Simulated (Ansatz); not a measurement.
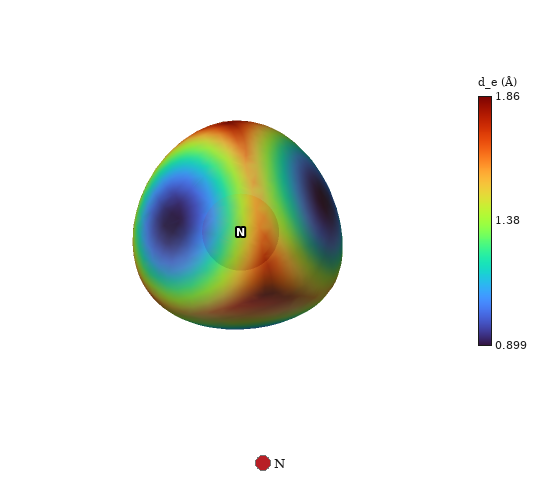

Hirshfeld surface computed for one N atom in AlN (P6_3mc, No. 186), coloured by d_e.

The surface is where the fragment's share of the procrystal density (the sum of the densities of spherically averaged neutral Hartree-Fock atoms) equals one half. d_i and d_e are the distances from the surface to the nearest nucleus inside and outside.

Source of the atomic positions: the input geometry of an electronic-structure calculation (not necessarily at equilibrium).

Space group P6_3mc (No. 186). a = 3.107 Å, b = 3.107 Å, c = 4.979 Å, α = 90.00°, β = 90.00°, γ = 120.00°
```
atom  site  symmetry       x       y       z
  Al    2b       3m.  0.6667  0.3333  0.4992
   N    2b       3m.  0.6667  0.3333  0.8808
```

**What is the shortest distance from the fragment to an atom outside it?**

N–Al, 1.89 Å.

**How is the surface shared among contacts (nearest atom inside ··· nearest atom outside)?**

N···Al 100 %. The surface faces 4 neighbours with more than 2 % of its area each: 4 Al.

**Give the size and shape of the surface.**

It encloses about 5.5 Å³, has an area of about 15 Å² and a globularity of 0.99 (1 for a sphere).
